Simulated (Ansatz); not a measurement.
Relaxed PtS₂ (CdI2 type):

```yaml
crystal:
  lattice:
    - [7.11862, 0.00000, 0.00000]
    - [-1.77966, 3.08245, 0.00000]
    - [0.00000, 0.00000, 4.38472]
  atoms:
    - { symbol: Pt, position: [0.00000, 0.00000, 0.00000] }
    - { symbol: Pt, position: [0.50000, 0.00000, 0.00000] }
    - { symbol: S, position: [0.33333, 0.33333, 0.27118] }
    - { symbol: S, position: [0.83333, 0.33333, 0.27118] }
    - { symbol: S, position: [0.16667, 0.66667, 0.72882] }
    - { symbol: S, position: [0.66667, 0.66667, 0.72882] }
```

In this cell atom 6 (S, nearest neighbour Pt at 2.374 Å; its periodic images, 3.6 Å or more away, move with it) is moved by s along Cartesian [111], unit vector (0.577, 0.577, 0.577); all other atoms and the cell stay fixed.

These are PBEsol-D3(BJ) (plane waves to 420 eV, PAW, scalar-relativistic; Ansatz, a quantum-chemistry and plane-wave program) values and carry that method's errors. k mesh 6×12×9 (Γ-centred), Fermi-Dirac smearing 0.05 eV. Energies are smeared free energies. With partly filled bands, energies and forces of such displacements shift with the k mesh and the smearing. PtS2 is run without spin polarisation. PtS2 was relaxed with its symmetry unable to fall. Spin-orbit coupling is left out, though Pt is heavy. The zero of ΔE is the undisplaced structure.

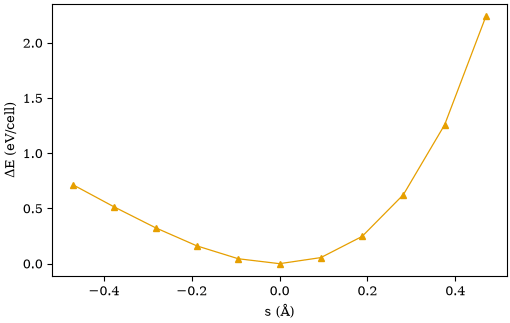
Figure: ΔE (eV/cell) against s (Å); one marker a computed point.

The force along the line at s = -0.470 Å comes out as 2.20 eV/Å and the force constant k = d²E/ds² at s = 0 (finite differences) comes out as 11.2 eV/Å². Symmetry of the curve: not even: the positive side lies higher at ±0.470 Å. Shape of the curve: a single well with its minimum at or next to zero displacement. Harmonic estimate at the end of the scan: ½ks² = 1238 meV/cell against the computed 2243 meV/cell, so the well is stiffer than harmonic there.

With its periodic images moving along, the atom's site symmetry in this cell is m.

(For displaced atoms, the force is minus the slope of the energy, and its curvature is a force constant, which sets phonon frequencies.)
